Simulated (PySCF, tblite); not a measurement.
# C2H11O2Si3 radical: geometry, infrared bands and EPR parameters

What infrared bands and EPR parameters should C2H11O2Si3 radical (`CCO[Si@@H]([SiH2])O[SiH3]`) show?

The runs use tblite 0.8.0 and PySCF 2.14.0, with density-fitted response routines of our own; the level of theory stands in each step. All values are computed, except where a source is named. Atoms count from 0, in the outputs and in this text.

## (1) The starting structure

18 atoms, charge 0, multiplicity 2; geometry from: force field or distance geometry start.

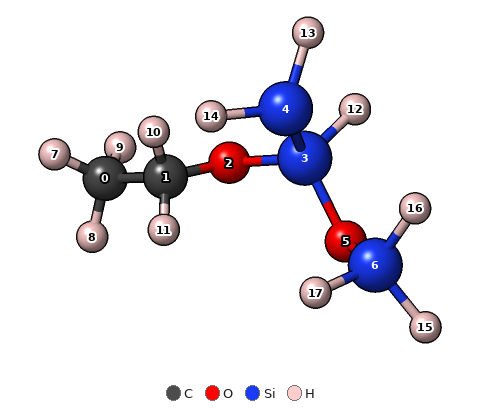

As it starts; carbon dark grey, oxygen red, silicon blue, hydrogen pink, atoms numbered.

## (2) Relaxing the molecule with GFN2-xTB

Job settings and geometry (Å):

```
{"job": {"kind": "relax", "xc": "GFN2-xTB", "basis": "xTB"}, "charge": 0, "multiplicity": 2}
C     -2.958300    -0.986500    -0.077600
C     -1.573200    -0.376700     0.018500
O     -1.018600    -0.352700    -1.228000
Si     0.543400     0.296500    -1.358000
Si     0.911400     2.018600     0.002700
O      1.713300    -0.948200    -1.215200
Si     3.049500    -0.545700    -0.243200
H     -3.646600    -0.460500     0.647000
H     -2.905300    -2.065200     0.251600
H     -3.371300    -0.897300    -1.105600
H     -1.682300     0.674900     0.389300
H     -1.011500    -0.981000     0.762900
H      0.644300     0.829100    -2.725700
H      0.742300     3.253500    -0.765000
H      0.081800     2.007200     1.200700
H      4.094300    -1.562100    -0.530000
H      3.627700     0.770500    -0.512400
H      2.750300    -0.667800     1.211600
```

On the command line:

```bash
OMP_NUM_THREADS=1 python probes_run.py task.json out
```

The driver reads the jobs from task.json and runs them one after another.

**Question.** This job is followed by: GFN2-xTB harmonic vibrations, gas phase; UKS B3LYP, pcH-1 on C H O Si, non-relativistic, mean-field spin-orbit, GIAO. Predict these results of the whole session: strongest single infrared mode (GFN2-xTB); zero-point energy (GFN2-xTB); g(iso) (B3LYP); ⟨S²⟩; largest a(iso) (averaged by class); potential on the surface of density 0.002 e/bohr³, 1st and 99th percentile.

As calculated:

```
                                                                  quantity                    value
                                 strongest single infrared mode (GFN2-xTB)    1084 cm⁻¹, 688 km/mol
                                              zero-point energy (GFN2-xTB)            76.1 kcal/mol
                                                            g(iso) (B3LYP)                  2.00400
                                                                      ⟨S²⟩       0.752 (exact 0.75)
                                        largest a(iso) (averaged by class)  29Si on Si4, -338.7 MHz
potential on the surface of density 0.002 e/bohr³, 1st and 99th percentile       -0.91 V and 1.29 V
```

In words: Over 125 steps the energy fell by 1.293 eV; of the close pairs, Si3–O5 changed most, 1.714 to 1.624 Å. The lowest mode is imaginary (24i cm⁻¹), so the xTB geometry is not a minimum: the zero-point energy counts the real modes alone, and all values at this geometry belong to a saddle point. The strongest single mode, at 1084 cm⁻¹, moves mainly O5. GFN2-xTB is a fitted tight-binding method: band positions and strengths are rough. Its intensities can rank the bands wrongly. Most of the unpaired spin sits on Si4 (0.99 e). The isotropic g lies 1.7 ppt above the free-electron value. These values are for one conformer; the search (at its own cheap level) found 2 more, at 0.26, 0.76 kcal/mol, and measured spectra average over such forms.
